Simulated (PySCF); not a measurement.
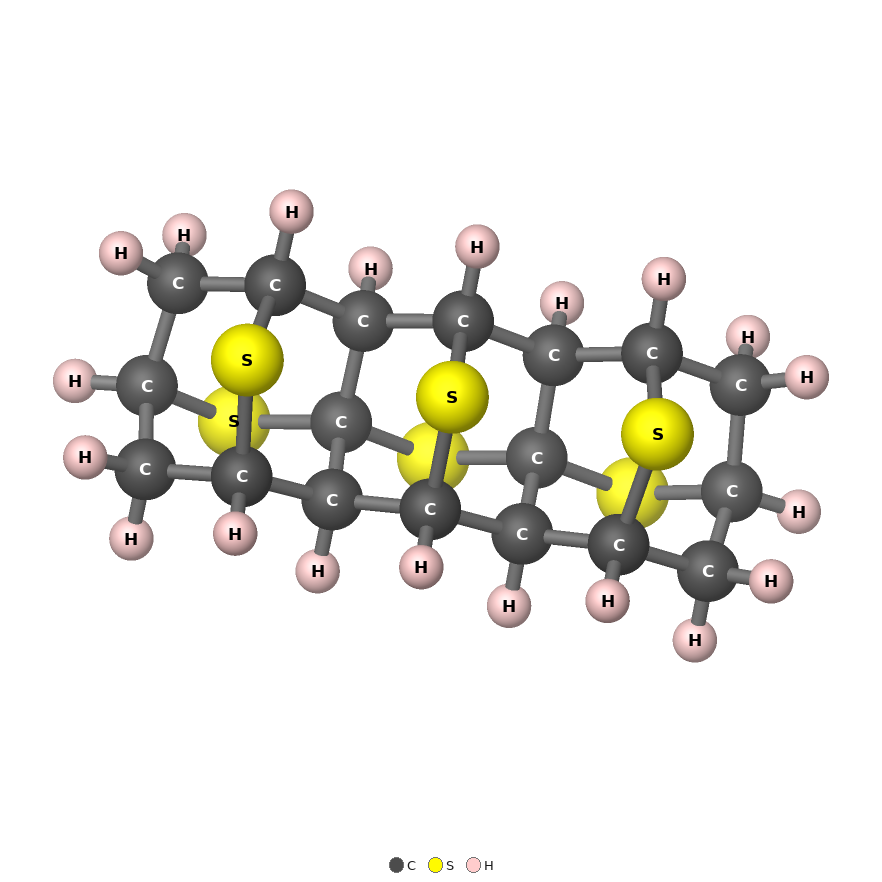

The computed structure is the end point of a GFN2-xTB optimisation. No frequency run is at hand to confirm it as a minimum. Properties computed with PBE0/6-31G*, gas phase (PySCF 2.14.0). Excitations: vertical, linear response.

Q: Give the mean static polarisability at this level.

A: 253.4 bohr³.

Q: Estimate the LUMO energy (Kohn–Sham orbital).

A: −0.02 eV.

Q: Estimate the dipole moment.

A: 0.84 D.

Q: Give the HOMO energy (Kohn–Sham orbital) at this level.

A: −3.97 eV.
